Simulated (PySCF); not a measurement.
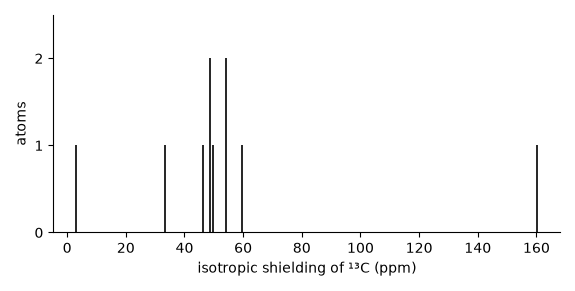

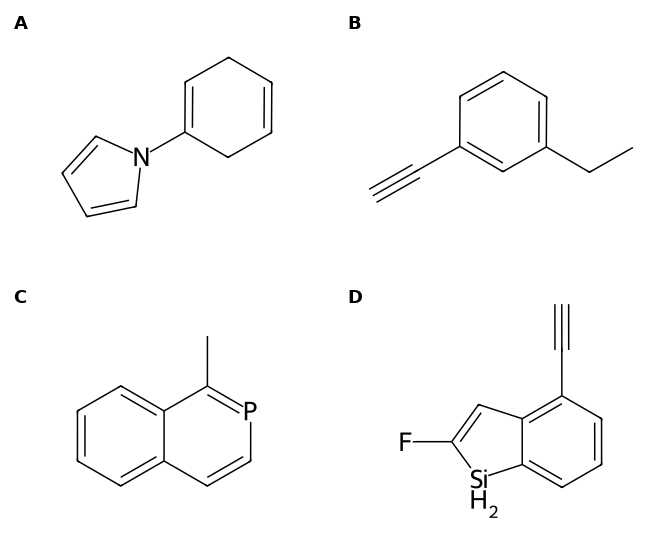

The sticks are computed shieldings of one of the molecules, for one fixed geometry (GFN2-xTB) without averaging over rotations. Low shielding means a high chemical shift. Method: GIAO PBE0/pcSseg-1 NMR shielding, non-relativistic, gas phase (PySCF 2.14.0).

### Match the spectrum to a structure.

C, `Cc1pccc2ccccc12`. Its 10 C atoms give lines at 3.1, 33.3, 46.1, 48.8 (2 atoms), 49.6, 54.3 (2 atoms), 59.7, 160.3 ppm.

The geometry is semi-empirical. Around P, Si such bond lengths and angles can be off by a tenth of an ångström or more and by several degrees, and values that hang on the shape move with them.
